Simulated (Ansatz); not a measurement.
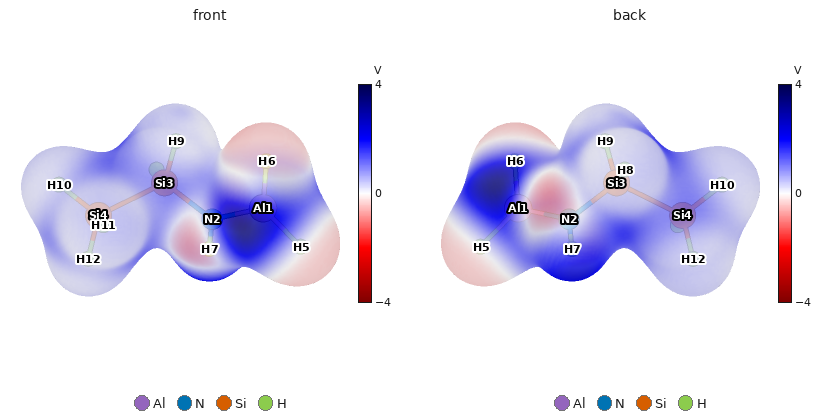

Figure. AlH$_{8}$NSi$_{2}$. The molecular electrostatic potential painted on the density surface at 0.004 e/bohr³, seen from the front and from behind; the colour scale runs from red (negative) to blue (positive).

Computed with RKS PBE/6-31G in Ansatz 0.2.0.

```yaml
atoms:
  - { symbol: Al, position_ang: [-2.3404, 1.0431, 0.8241] }
  - { symbol: N, position_ang: [-1.1889, 0.2777, -0.3582] }
  - { symbol: Si, position_ang: [0.0835, -0.9542, 0.0116] }
  - { symbol: Si, position_ang: [2.2684, -0.1824, -0.5217] }
  - { symbol: H, position_ang: [-3.3816, 2.1245, 0.2281] }
  - { symbol: H, position_ang: [-2.2203, 0.5861, 2.3651] }
  - { symbol: H, position_ang: [-1.2448, 0.5569, -1.3435] }
  - { symbol: H, position_ang: [-0.1730, -2.2590, -0.7306] }
  - { symbol: H, position_ang: [-0.0202, -1.2307, 1.4965] }
  - { symbol: H, position_ang: [3.3061, -1.2529, -0.2416] }
  - { symbol: H, position_ang: [2.6210, 1.0456, 0.2929] }
  - { symbol: H, position_ang: [2.3672, 0.1901, -1.9887] }
```

### Describe the electrostatic potential map.

The most negative region (about −0.7 V) lies over N2, the most positive (about +3.4 V) over Al1.
